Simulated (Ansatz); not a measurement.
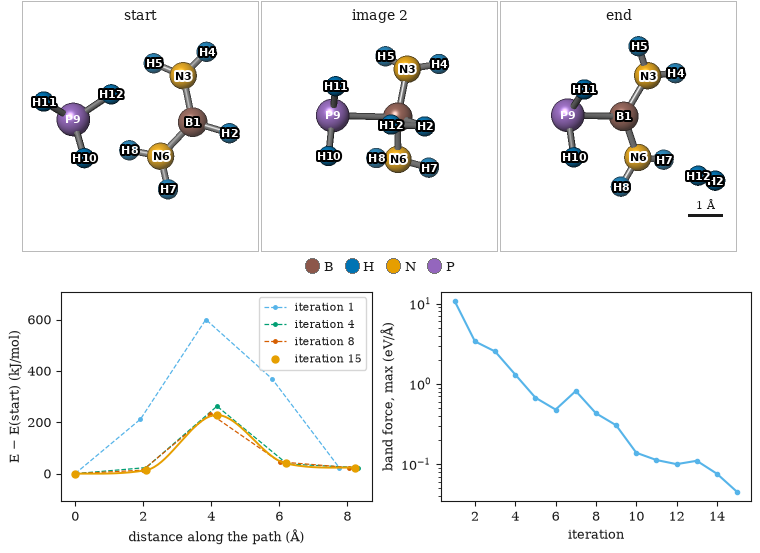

A nudged-elastic-band calculation for BPN₂H₈, made up at the start of BN₂H₅ and PH₃. Images are numbered from 0 (start) to 4 (end). The plot follows the band through its iterations. The picture is a ball-and-stick view, seen at a tilt.

The calculation used RKS PBE0/6-31G* (Ansatz). Set-up: 3 movable images; climbing image; force threshold 0.05 eV/Å; iteration limit 60; starting path through a guess of the saddle point.

Question: Judge this run.

Answer: The run is converged, with reservations. The band converged in 15 iterations. The largest component of the band force went from 11 to 0.045 eV/Å. The climbing image converged on the top of the path. Its curvatures weren't checked. So few images resolve the path coarsely. The first iteration put the highest image at 600.1 kJ/mol. Forward barrier 228.3 kJ/mol, backward barrier 204.7 kJ/mol, with image 2 at the top; the reaction energy is +23.7 kJ/mol.

Limits of the set-up: the start holds two separate molecules, 3.0 Å apart at their closest, whose relative position is a soft coordinate and is computed without a dispersion correction.

The run took 2.9 min on 1 thread of Arm Neoverse V1 (shared host), peak memory 0.16 GiB.
